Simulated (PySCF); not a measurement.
CH3AlCl2

Input file:

```
{"job": {"kind": "sp", "xc": "M06-2X", "basis": "def2-TZVP", "grid": 3}, "charge": 0, "multiplicity": 1}
C     -0.791471    -0.179421     0.533905
Al     0.764849     0.156075    -0.558527
Cl     2.058335    -1.367708    -1.196348
Cl     1.281531     2.095775    -1.167297
H     -0.618499     0.199506     1.555324
H     -1.024098    -1.252323     0.605636
H     -1.673033     0.350961     0.140331
```

Command:

```sh
OMP_NUM_THREADS=1 python redox_run.py task.json out
```

Geometry: PBE0-D3(BJ)/def2-SVP.

Computed with PySCF 2.14.0, density-fitted response routines, DFT single point, gas phase, functional M06-2X.

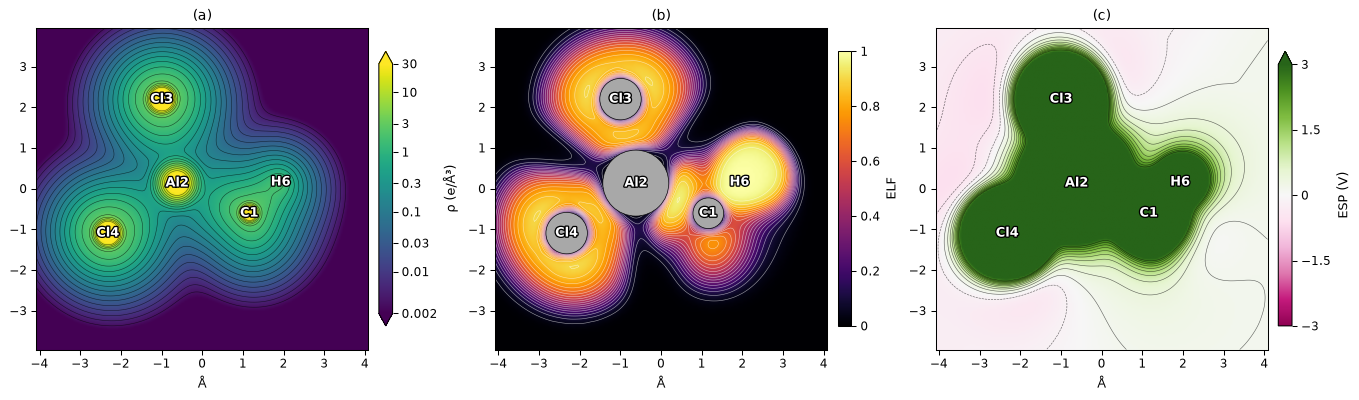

Figure 1. (a) electron density; (b) electron localisation function; (c) electrostatic potential on the plane of atoms Cl3, Al2 and Cl4. Grey discs cover the atomic cores in the ELF map.

**What do the fields say about this system?**

Atoms in the plane: C, Al, Cl and H.
C–Al (1.93 Å): ρ is about 0.74 e/Å³ halfway; the ELF peaks at about 0.95 between the atoms (a shared but strongly polarised pair).
Al–Cl (2.10 Å): ρ is about 0.74 e/Å³ halfway; the ELF peaks at about 0.85 in the valence shell of Cl, 0.9 Å from its nucleus, and is about 0.80 at the midpoint.
C–H (1.10 Å): ρ at the midpoint is about 1.9 e/Å³; the ELF climbs to about 1 towards the hydrogen, as it does in any bond to H (an ordinary covalent bond to hydrogen).
The ELF also peaks beside Cl4 and Cl3, away from the bonds: lone-pair regions.
Outside the dense part of the molecule the potential is most negative (−0.6 V) near Cl4.

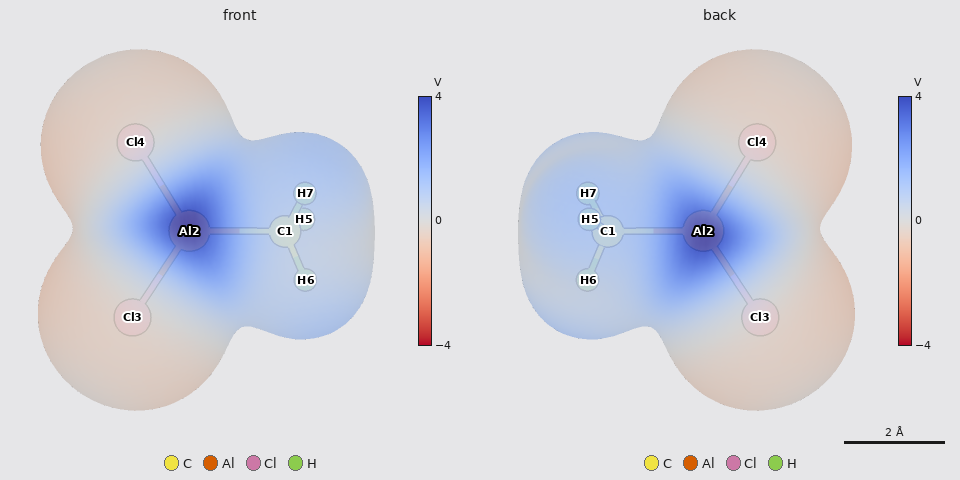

Figure 2. The electrostatic potential painted on the density surface at 0.002 e/bohr³, seen from the front and from behind; the colour scale runs from red (negative) to blue (positive).

**Where is the surface potential most negative and most positive?**

The most negative region (about −0.6 V) lies over Cl3 and Cl4, the most positive (about +3.8 V) over Al2.
